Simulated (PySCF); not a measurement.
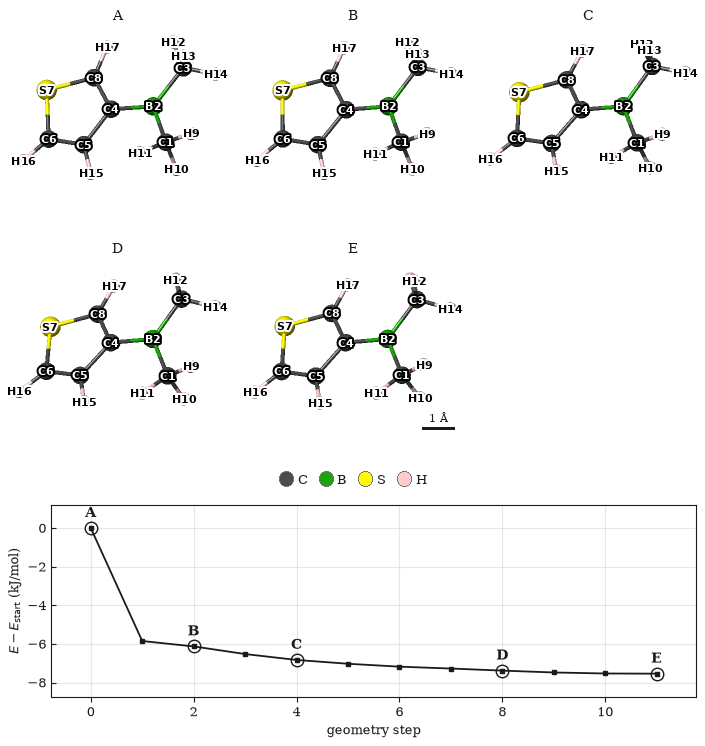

Frames of a relaxation of C6H9BS, marked on the history of the run. A ball-and-stick model, seen at a tilt.

The start comes from GFN2-xTB.

These are results of PySCF, PBE0-D3(BJ)/def2-SVP geometry optimisation, gas phase, not measurements. 

Q: What happens along the run?

A: The atom that moves furthest after the best rigid fit is H13 (0.49 Å). Largest moves by element: H 0.49 Å, S 0.23 Å, C 0.22 Å, B 0.03 Å. Near-neighbour distances that change, for instance: C6–H16 1.072 → 1.089 Å, C1–H10 1.091 → 1.108 Å, C5–H15 1.075 → 1.091 Å, C5–C6 1.352 → 1.366 Å. Among the angles between lasting bonds that change: B2–C1–H10 109.2° → 106.5°, B2–C3–H13 113.6° → 116.3°. Groups turn about B2–C3 by about 20°. After 11 geometry steps the energy has fallen by 7.54 kJ/mol. From step 0 to 2: H17 moves most (0.11 Å), energy −6.13 kJ/mol. From step 2 to 4: H17 moves most (0.23 Å), energy −0.70 kJ/mol. From step 4 to 8: H13 moves most (0.19 Å), energy −0.55 kJ/mol. From step 8 to 11: H14 moves most (0.14 Å), energy −0.16 kJ/mol.

```csv
step,"E − E(0), kJ/mol"
0,0.00
1,-5.85
2,-6.13
3,-6.52
4,-6.83
5,-7.03
6,-7.18
7,-7.27
8,-7.38
9,-7.48
10,-7.53
11,-7.54
```
